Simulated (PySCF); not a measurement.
## What a change does: excited-state calculation on C2H9GeNOSi

System: C2H9GeNOSi, SMILES CC(=O)[SiH2][NH][GeH3].
Method of run A: TDDFT HF/def2-SVPD, vertical, gas phase, core orbitals frozen in the response (PySCF 2.14.0).

The geometry comes from this level: PBE0-D3(BJ)/def2-SVP. Text and figures count atoms from 1; the logs count them from 0 in places.

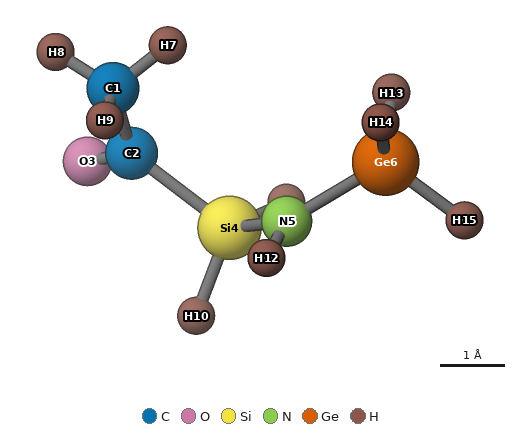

The structure (ball-and-stick view, seen at a tilt; atoms are numbered from 1 in the order of the input). Sticks mark near contacts.

**The input, run A**
```
{"job": {"kind": "uv", "xc": "HF", "basis": "def2-SVPD", "ip": true}, "charge": 0, "multiplicity": 1}
C     -2.519558    -0.614545     0.369362
C     -2.239066    -0.054596    -0.998825
O     -3.100967     0.450849    -1.685744
Si    -0.452656    -0.076733    -1.750328
N      0.736672    -0.923852    -0.811830
Ge     1.984503    -0.217635     0.341996
H     -1.892565    -0.102719     1.118454
H     -3.582931    -0.497810     0.622137
H     -2.232488    -1.678395     0.405739
H     -0.590850    -0.683509    -3.107990
H     -0.045176     1.356144    -1.857785
H      0.816971    -1.924910    -0.964142
H      1.464069     1.167869     0.757601
H      2.104991    -1.145117     1.566415
H      3.368316    -0.079500    -0.326215
```

The first line tells a small driver script what to run in PySCF; the rest is the geometry in Å.

Hardware: 1 CPU thread, shared host.

**Output (run A)**
```
final grid: 117928 points
cycle   1  E = -2573.9498541996  dE = -1.261e-01  |g| = 7.615e-01  |ddm| = 4.671e+00
cycle   2  E = -2574.0371061354  dE = -8.725e-02  |g| = 6.099e-01  |ddm| = 1.583e+00
cycle   3  E = -2574.1064638525  dE = -6.936e-02  |g| = 7.914e-02  |ddm| = 6.863e-01
cycle   4  E = -2574.1093766050  dE = -2.913e-03  |g| = 2.986e-02  |ddm| = 2.591e-01
cycle   5  E = -2574.1096685036  dE = -2.919e-04  |g| = 1.038e-02  |ddm| = 7.002e-02
cycle   6  E = -2574.1097360077  dE = -6.750e-05  |g| = 4.964e-03  |ddm| = 3.304e-02
cycle   7  E = -2574.1097531514  dE = -1.714e-05  |g| = 1.760e-03  |ddm| = 1.735e-02
cycle   8  E = -2574.1097550095  dE = -1.858e-06  |g| = 5.420e-04  |ddm| = 4.794e-03
cycle   9  E = -2574.1097552022  dE = -1.927e-07  |g| = 1.313e-04  |ddm| = 1.740e-03
cycle  10  E = -2574.1097552109  dE = -8.704e-09  |g| = 4.455e-05  |ddm| = 4.174e-04
cycle  11  E = -2574.1097552119  dE = -9.577e-10  |g| = 9.212e-06  |ddm| = 1.516e-04
converged SCF energy = -2574.1097552119

Static polarisability (au): isotropic 85.049, principal 72.808 83.715 98.623

Singlet excitations
state   eV       nm        f      main configurations
  1   3.9175    316.5   0.00113   H->L+2 0.56, H-1->L+2 0.11
  2   7.1340    173.8   0.00422   H->L 0.33, H->L+1 0.24, H-1->L 0.10
  3   8.0671    153.7   0.03153   H->L+3 0.38, H->L 0.17, H->L+5 0.10
  4   8.1634    151.9   0.01759   H-1->L+2 0.13, H->L+2 0.12, H->L+1 0.11
  5   8.3218    149.0   0.05825   H->L+9 0.15, H-1->L 0.12, H-1->L+1 0.09
  6   8.4888    146.1   0.04704   H-1->L 0.15, H->L+1 0.14, H->L 0.11
  7   8.7615    141.5   0.16307   H->L+5 0.35, H->L+3 0.15, H-1->L+5 0.13
  8   8.8490    140.1   0.03032   H->L+6 0.22, H->L+4 0.13
  9   9.0399    137.2   0.11752   H-2->L+2 0.23, H-5->L+2 0.13
 10   9.2979    133.3   0.04427   H->L+4 0.45

Triplet excitations (Tamm-Dancoff, eV): 3.2072 5.1133 6.6248 7.4758
Vertical ionisation energy (delta-SCF) = 7.8485 eV
```

The input of run B differs as follows (lines with − go, lines with + come):
```diff
-"xc": "HF"
+"xc": "LDA"
```

Predict how the results change.

The total energies belong to different methods, so their difference says nothing on which is more stable or more accurate. The HOMO goes from −10.03 to −5.31 eV. The LUMO goes from 1.94 to −2.48 eV. The dipole moment goes from 4.08 to 3.57 D. The lowest excitation goes from 3.92 to 3.11 eV. The strongest computed line goes from 8.76 to 5.37 eV. The method changes from HF to LDA. Exact exchange removes part of the self-interaction error of semilocal functionals, which pushes filled and empty levels apart. The SCF takes 15 iterations against 11.

**Output (run B)**
```
coarse grid: 56736 points
cycle   1  E = -2571.3679708587  dE = -1.835e-01  |g| = 1.049e+00  |ddm| = 5.158e+00
cycle   2  E = -2569.3937469720  dE =  1.974e+00  |g| = 2.900e+00  |ddm| = 9.685e+00
cycle   3  E = -2571.4562548762  dE = -2.063e+00  |g| = 7.267e-01  |ddm| = 9.559e+00
cycle   4  E = -2571.5581632977  dE = -1.019e-01  |g| = 1.968e-01  |ddm| = 8.029e-01
cycle   5  E = -2571.5612451294  dE = -3.082e-03  |g| = 1.597e-01  |ddm| = 3.980e-01
cycle   6  E = -2571.5667860200  dE = -5.541e-03  |g| = 2.695e-02  |ddm| = 1.739e-01
cycle   7  E = -2571.5669714166  dE = -1.854e-04  |g| = 9.933e-03  |ddm| = 4.883e-02
cycle   8  E = -2571.5669926325  dE = -2.122e-05  |g| = 2.896e-03  |ddm| = 1.241e-02
cycle   9  E = -2571.5669947952  dE = -2.163e-06  |g| = 8.224e-04  |ddm| = 5.493e-03
final grid: 117928 points
cycle  10  E = -2571.5669869061  dE =  6.962e-07  |g| = 2.157e-03  |ddm| = 8.159e-03
cycle  11  E = -2571.5669794072  dE =  7.499e-06  |g| = 6.486e-03  |ddm| = 6.773e-03
cycle  12  E = -2571.5669877752  dE = -8.368e-06  |g| = 6.149e-04  |ddm| = 5.088e-03
cycle  13  E = -2571.5669878672  dE = -9.198e-08  |g| = 1.015e-04  |ddm| = 8.126e-04
cycle  14  E = -2571.5669878694  dE = -2.256e-09  |g| = 2.111e-05  |ddm| = 1.266e-04
cycle  15  E = -2571.5669878695  dE = -1.128e-10  |g| = 2.377e-06  |ddm| = 2.554e-05
converged SCF energy = -2571.5669878695

Static polarisability (au): isotropic 101.010, principal 81.891 100.561 120.579

Singlet excitations
state   eV       nm        f      main configurations
  1   3.1094    398.7   0.00090   H->L 0.99
  2   4.1652    297.7   0.00929   H->L+1 0.97
  3   4.2565    291.3   0.00069   H-1->L 0.98
  4   4.7355    261.8   0.01842   H->L+2 0.99
  5   5.3743    230.7   0.02444   H->L+3 0.86, H->L+5 0.09
  6   5.4332    228.2   0.01546   H->L+4 0.88, H->L+5 0.12
  7   5.4726    226.6   0.00872   H->L+5 0.77, H->L+3 0.11, H->L+4 0.09
  8   5.5480    223.5   0.00466   H-1->L+1 0.96
  9   5.8888    210.5   0.00969   H->L+6 0.66, H-2->L 0.26
 10   5.9115    209.7   0.00376   H-2->L 0.45, H->L+6 0.32, H-3->L 0.16

Triplet excitations (Tamm-Dancoff, eV): 2.6049 4.0179 4.1408 4.6684
Vertical ionisation energy (delta-SCF) = 8.1311 eV
Vertical electron affinity (delta-SCF) = -0.4500 eV
```

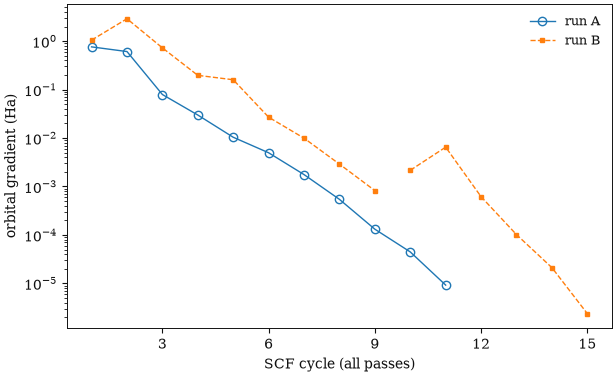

Convergence of the two runs: orbital gradient against the SCF cycle. A break in a curve parts two SCF passes (coarse and final grid). Run A takes 11 cycles in all, and run B takes 15.

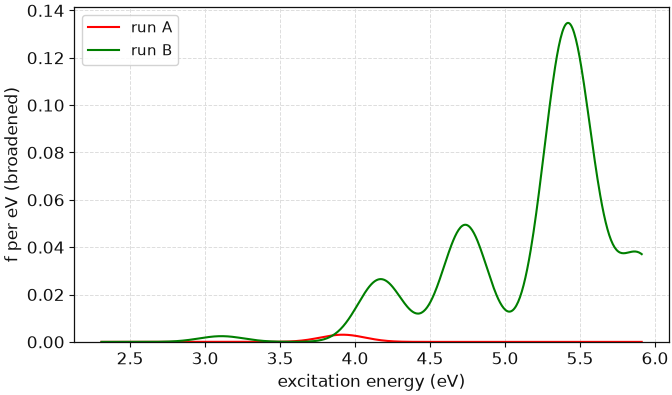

Absorption of the two runs from their computed states, each broadened by a Gaussian of 0.35 eV full width; the range ends where the shorter list of states ends.

**The two runs side by side**

| quantity | run A | run B |
| --- | --- | --- |
| outcome | converged | converged |
| total energy (hartree) | −2574.109755 | −2571.566988 |
| HOMO (eV) | −10.03 | −5.31 |
| LUMO (eV) | 1.94 | −2.48 |
| dipole moment (D) | 4.08 | 3.57 |
| lowest excitation (eV) | 3.92 | 3.11 |
| SCF iterations | 11 | 15 |
| strongest computed line (eV) | 8.76 | 5.37 |
| basis functions | 217 | 217 |
| wall time (shared host) | 34 s | 1.7 min |

For both runs: Spin–orbit coupling is left out, which matters for the heavy atoms.
